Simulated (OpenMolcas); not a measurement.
Exact exchange and the HOMO–LUMO gap of CH2S (methanethial)

CH2S has 4 atoms, charge 0, and is taken as a singlet. As SMILES, `C=S`. Geometry: relaxed at PBE0-D4/def2-TZVP.

The HOMO–LUMO gap y, in eV, basis def2-TZVPP; a is the functional's share of exact exchange. Programs: OpenMolcas 26.06.

| functional | program | a | y (eV) |
| --- | --- | --- | --- |
| PBE | OpenMolcas | 0 | 1.93 |
| BLYP | OpenMolcas | 0 | 1.94 |
| B3LYP | OpenMolcas | 0.2 | ? |
| PBE0 | OpenMolcas | 0.25 | 4.16 |
| BHLYP | OpenMolcas | 0.5 | 6.39 |

Problem. Fit y = c + s·a to the known rows and predict B3LYP.

Solution. 
1. Means of the 4 rows: a = 0.1875, y = 3.605.
2. Σ(Δa)² = 0.17188, Σ(Δa·Δy) = 1.5312, so the slope is 1.5312/0.17188 = 8.9085.
3. Intercept: 3.605 − (8.9085) × 0.1875 = 1.935. The largest residual of the fit is 0.005.
4. B3LYP: 1.935 + (8.9085) × 0.2 = 3.72 eV.

The run gave 3.72 eV, so the prediction is off by 0.00 eV: they agree to the digits shown. Exact exchange lowers occupied levels and raises empty ones.

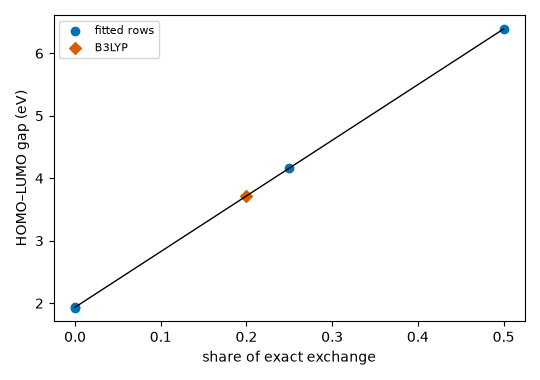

The fitted line, with the withheld row.
